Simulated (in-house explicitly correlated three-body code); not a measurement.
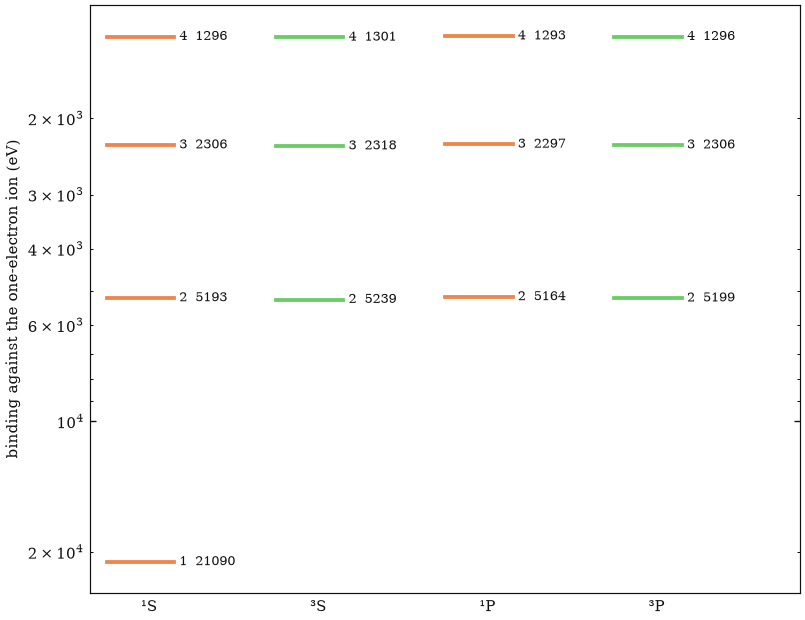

Two electrons around a point charge of unknown size. Computed variationally in 260 exponentially correlated functions with an in-house code, non-relativistic, converged to about 10⁻⁸ of the energy. The plot shows the bound S and P states that converged, by term and principal number n, on a logarithmic scale of binding.

Question: What is the nuclear charge?

Answer: Z = 40 (zirconium). The outer electron of the excited states sees a charge of Z − 1, so they are bound by about 13.6 (Z − 1)²/n² eV. The ground state is bound by 21.09 keV. The n = 2 states drawn run, from the deepest, 2 ³S (5239 eV), 2 ³P (5199 eV), 2 ¹S (5193 eV), 2 ¹P (5164 eV). Exchange puts 2 ³S below 2 ¹S by 46.0 eV and 2 ³P below 2 ¹P by 34.9 eV. Quantum defects n − (Z − 1)/√(2 E(binding)): 2 ³S 0.013, 2 ³P 0.005, 2 ¹S 0.004, 2 ¹P −0.002.
